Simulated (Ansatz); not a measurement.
Consider FH₃NSi₂ (charge +1).

```yaml
atoms:
  - { symbol: F, position_ang: [1.9218, -0.9127, 1.7444] }
  - { symbol: Si, position_ang: [0.4190, -0.8942, 1.2451] }
  - { symbol: N, position_ang: [-0.0431, 0.0007, -0.0123] }
  - { symbol: Si, position_ang: [-0.4697, 0.9153, -1.2850] }
  - { symbol: H, position_ang: [-0.4776, -1.7632, 2.0320] }
  - { symbol: H, position_ang: [-0.9290, 2.3115, -1.0694] }
  - { symbol: H, position_ang: [-0.4214, 0.3426, -2.6548] }
```

All numbers below come from UKS PBE-D4/6-31G* in Ansatz.

> What can the converged electron density and electron localisation function tell about the bonding?

Si–F (1.58 Å): ρ is about 1.1 e/Å³ halfway; the ELF peaks at about 0.85 in the valence shell of F, 0.6 Å from its nucleus, and is about 0.45 at the midpoint.
Si–N (1.61 Å): ρ at the midpoint is about 1.3 e/Å³; the ELF peaks at about 0.85 between the atoms (a polar covalent bond).
Si–H (1.48 Å): ρ at the midpoint is about 0.86 e/Å³; the ELF climbs to about 1 towards the hydrogen, as it does in any bond to H.

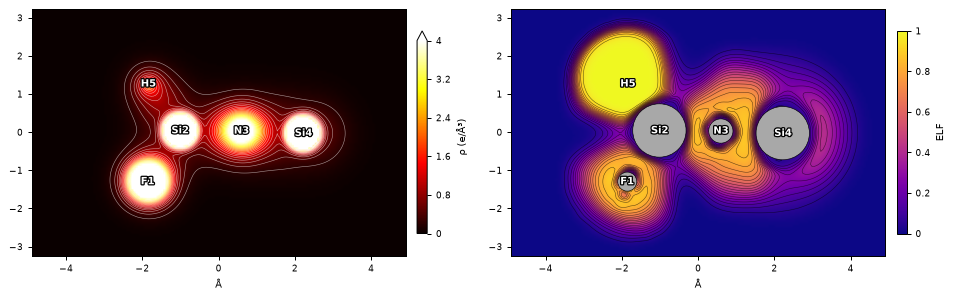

Computed electron density and electron localisation function on the plane of atoms F1, Si2 and N3, in this order. Grey discs cover the atomic cores in the ELF map. 
